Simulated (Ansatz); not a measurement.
# Is the response still linear at 0.5 V/Å? 2H-WOS bilayer, AA

The dipole of a slab grows in proportion to a weak field along its normal. Does the weak-field slope carry to a strong field?

**Method.** Ansatz 0.2.0, plane waves with PAW datasets (its set soft_2), r2SCAN-D4; atoms held at their relaxed places, 18 Å of vacuum, dipole correction, cell area 7.72 Å², 18×18 k-points, smearing 0.05 eV. Without field the slab has a gap of 0.15 eV.

| run | field (V/Å) | dipole (e·Å) |
| --- | --- | --- |
| run 1 | −0.10 | −0.17562 |
| run 2 | 0.00 | −0.13517 |
| run 3 | 0.10 | −0.09338 |
| run 4 | 0.50 | ? |

Q: Estimate the withheld value from the rows shown.

A least-squares line through the 3 rows shown has slope 0.411200 and intercept −0.134723; no row lies more than 0.00045 e·Å off it. A perfect conductor with that slope would be 180.95 × 0.41120 / 7.72 = 9.64 Å thick. At 0.50 it gives 0.411200 × 0.50 + (−0.134723) = 0.07088 e·Å, beyond the rows fitted. Rounding and scatter of the rows alone allow about ±0.00224 e·Å there.

The run itself gives 0.07926 e·Å: a miss of +0.00838 e·Å. That is 4.1 % of the induced dipole, a departure from the straight line; meanwhile the gap has gone from 0.15 eV to under 0.05 eV.

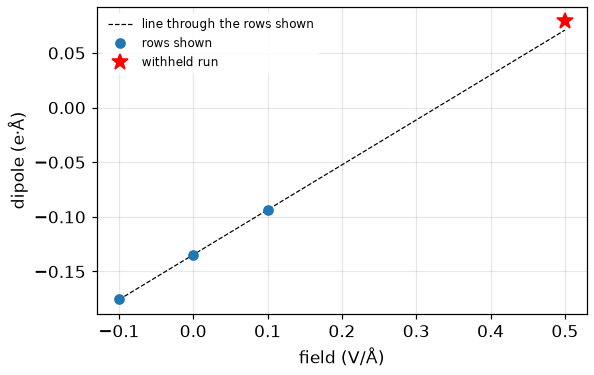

The fit and the withheld run.

**Limits.** Ions are held, so this is the electronic response. Of the series that stay linear within 1 %, this collection keeps about one in seven, and it keeps all that bend. In the strongest field, at least, the program warns that the far vacuum lies low against the Fermi level, so charge may spill into it, by an amount that depends on the cell's height. With a small gap or none the response hangs on mesh and smearing, which were not varied here. Spin-orbit coupling is left out, which changes the bands of elements this heavy.
